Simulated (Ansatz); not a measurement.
# CH4AlO+ (SMILES [CH2+][O][AlH2]): single points off equilibrium

Aim: energy, forces and dipole at a structure displaced at random from a GFN2-xTB minimum, from CCSD(T) and from density functionals.

Program: Ansatz 0.2.0, Gaussian basis. Level of theory: single points in def2-TZVPP. These are calculated values, not measurements.

Cores are frozen in the correlated methods.

## Step 1: Where the work starts

SMILES `[CH2+][O][AlH2]`, 7 atoms, charge 1, spin multiplicity 1.

Atoms are counted from 1 here; the program's logs count them from 0.

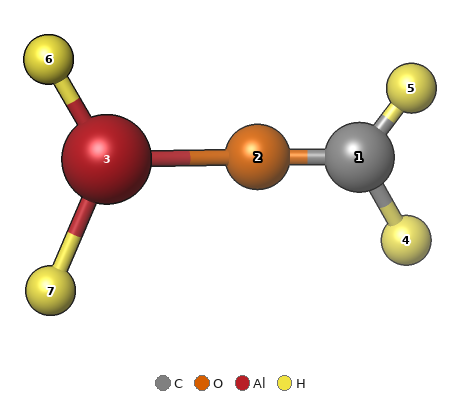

As it starts; carbon grey, oxygen orange, aluminium red, hydrogen yellow; atoms are numbered from 1 in the order of the file.

Coordinates:

```
C    -1.2674    0.3366   -0.6351
O    -0.3269    0.0170    0.0305
Al    1.3738   -0.1273    0.7553
H    -1.7366   -0.5114   -1.3869
H    -1.9430    1.0655   -0.4228
H     1.7163    0.6063    1.8609
H     2.1481   -1.5101    0.1644
```

## Step 2: CCSD(T)/def2-TZVPP

run/in.yaml reads:

```yaml
crystal:
  periodic: [false, false, false]
  atoms:
    - {symbol: C, position_ang: [-1.267400, 0.336600, -0.635100]}
    - {symbol: O, position_ang: [-0.326900, 0.017000, 0.030500]}
    - {symbol: Al, position_ang: [1.373800, -0.127300, 0.755300]}
    - {symbol: H, position_ang: [-1.736600, -0.511400, -1.386900]}
    - {symbol: H, position_ang: [-1.943000, 1.065500, -0.422800]}
    - {symbol: H, position_ang: [1.716300, 0.606300, 1.860900]}
    - {symbol: H, position_ang: [2.148100, -1.510100, 0.164400]}
basis:
  gaussian: {orbitals: def2-TZVPP}
total_charge: 1
correlation: {method: ccsd_t}
output: {forces: true}
```

No record of the launch command was kept for these runs.

## Step 3: PBE0-D4/def2-TZVPP

run/in.yaml: that of step 2 with these lines changed.

```diff
@@ -13,3 +13,3 @@
 total_charge: 1
-correlation: {method: ccsd_t}
-output: {forces: true}
+hamiltonian: {xc: pbe0, dispersion: d4}
+output: {forces: true, orbitals: {seedname: orbitals}}
```

## Step 4: wB97M-V/def2-TZVPP

run/in.yaml: that of step 3 with these lines changed.

```diff
@@ -13,3 +13,3 @@
 total_charge: 1
-hamiltonian: {xc: pbe0, dispersion: d4}
-output: {forces: true, orbitals: {seedname: orbitals}}
+hamiltonian: {xc: {name: wB97M-V}}
+output: {forces: true}
```

## Step 5: r2SCAN-D4/def2-TZVPP

run/in.yaml: that of step 4 with these lines changed.

```diff
@@ -13,3 +13,3 @@
 total_charge: 1
-hamiltonian: {xc: {name: wB97M-V}}
+hamiltonian: {xc: r2scan, dispersion: d4}
 output: {forces: true}
```

## Step 6: PBE-D4/def2-TZVPP

run/in.yaml: that of step 5 with these lines changed.

```diff
@@ -13,3 +13,3 @@
 total_charge: 1
-hamiltonian: {xc: r2scan, dispersion: d4}
+hamiltonian: {xc: pbe, dispersion: d4}
 output: {forces: true}
```

## Step 7: r2SCAN0-D4/def2-TZVPP

run/in.yaml: that of step 6 with these lines changed.

```diff
@@ -13,3 +13,3 @@
 total_charge: 1
-hamiltonian: {xc: pbe, dispersion: d4}
+hamiltonian: {xc: {name: r2SCAN0}, dispersion: d4}
 output: {forces: true}
```

## Step 8: BLYP-D4/def2-TZVPP

run/in.yaml: that of step 7 with these lines changed.

```diff
@@ -13,3 +13,3 @@
 total_charge: 1
-hamiltonian: {xc: {name: r2SCAN0}, dispersion: d4}
+hamiltonian: {xc: {name: BLYP}, dispersion: d4}
 output: {forces: true}
```

(Steps that only read results are left out.)

Before running it: what results should come out? Wanted: energy less free atoms, CCSD(T)/def2-TZVPP; RMS force component; RMS force error; HOMO and LUMO, PBE0-D4; T1 diagnostic.

The runs gave:

| quantity | value |
| --- | --- |
| energy less free atoms, CCSD(T)/def2-TZVPP | -344.9 kcal/mol |
| RMS force component | 2.381 to 2.450 eV/Å over the methods |
| RMS force error | PBE0-D4 0.254, wB97M-V 0.177, r2SCAN-D4 0.159, PBE-D4 0.164, r2SCAN0-D4 0.308, BLYP-D4 0.139 eV/Å |
| HOMO and LUMO, PBE0-D4 | -13.48 and -8.84 eV |
| T1 diagnostic | 0.016 |

In words: Against CCSD(T) the functionals' energies less atoms differ by -17.1 to -1.6 kcal/mol, PBE-D4 by -17.1 kcal/mol. CCSD(T) in triple zeta still lacks some correlation energy of the bonds, so part of these gaps is its own basis error and they don't rank the functionals. On forces the order runs from BLYP-D4 to r2SCAN0-D4. Frozen-core CCSD(T) forces in triple zeta carry basis errors of their own, and this is one geometry, so small gaps rank nothing.
